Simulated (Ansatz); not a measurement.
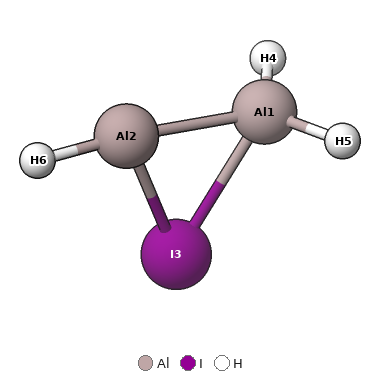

The system is Al2H3I; the picture shows the reference structure. First axis: bond length Al1–H4. Second axis: bond length Al1–H5. Nothing is relaxed (all other coordinates rigid). The scan uses a 13 × 13 grid. Points are written as (first, second). Energies: kJ/mol, counted from the relaxed molecule at the same level. The reference is spin-restricted, which grows unreliable where a bond is stretched far. Theory: RKS SPW92 (LDA)/def2-TZVP in Ansatz 0.2.0.

Its coordinates:

```yaml
atoms:
  - { symbol: Al, position_ang: [-0.8424, 0.2198, -0.7644] }
  - { symbol: Al, position_ang: [0.5801, 0.4197, 1.2739] }
  - { symbol: I, position_ang: [1.3007, -1.5330, -0.3756] }
  - { symbol: H, position_ang: [-2.1663, -0.6576, -0.6448] }
  - { symbol: H, position_ang: [-0.4543, 1.1307, -2.0119] }
  - { symbol: H, position_ang: [1.5821, 0.4203, 2.5227] }
```

Range: bond length Al1–H4 from 1.306 to 2.389 Å; bond length Al1–H5 from 1.402 to 1.991 Å.

### Predict the map.

The lowest grid point is at (1.577 Å, 1.598 Å), 0.17 kJ/mol from the relaxed molecule at the same level. It is the only kind of minimum in the scanned range. The highest grid point, (2.389 Å, 1.991 Å), lies 210 kJ/mol above the lowest. Round the minimum the contours are nearly round: the two directions are equally stiff and uncoupled.

```tsv
bond length Al1–H5 ↓, bond length Al1–H4 →	1.306	1.396	1.487	1.577	1.667	1.757	1.848	1.938	2.028	2.118	2.209	2.299	2.389
1.991	132	88	66	58	61	72	87	105	125	146	168	189	210
1.942	122	78	55	47	51	61	76	94	114	135	157	178	199
1.893	111	67	45	37	40	50	66	84	104	125	147	168	189
1.844	102	58	35	28	31	41	56	74	95	116	137	159	180
1.794	93	49	26	19	22	32	47	66	86	107	129	150	171
1.745	86	42	19	12	15	25	40	58	78	100	121	143	164
1.696	80	36	13	6	9	19	34	52	72	94	115	137	158
1.647	77	32	9	2	5	15	30	48	68	90	111	133	154
1.598	75	31	8	0	3	13	28	47	67	88	110	131	152
1.549	77	32	9	1	4	14	29	48	68	89	111	132	153
1.500	81	37	14	6	9	19	34	52	72	93	115	137	158
1.451	91	46	23	15	18	28	43	61	81	102	124	145	166
1.402	105	60	37	29	32	42	57	75	95	116	138	159	180
```

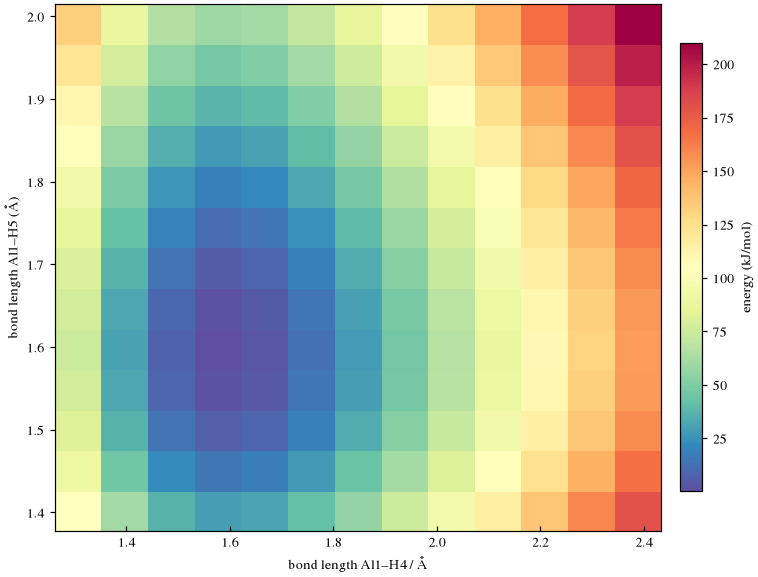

Drawn: one coloured cell a grid point.

Time for the 169 points that were run: 8.5 min on 1 thread of Arm Neoverse V2, on a shared host.
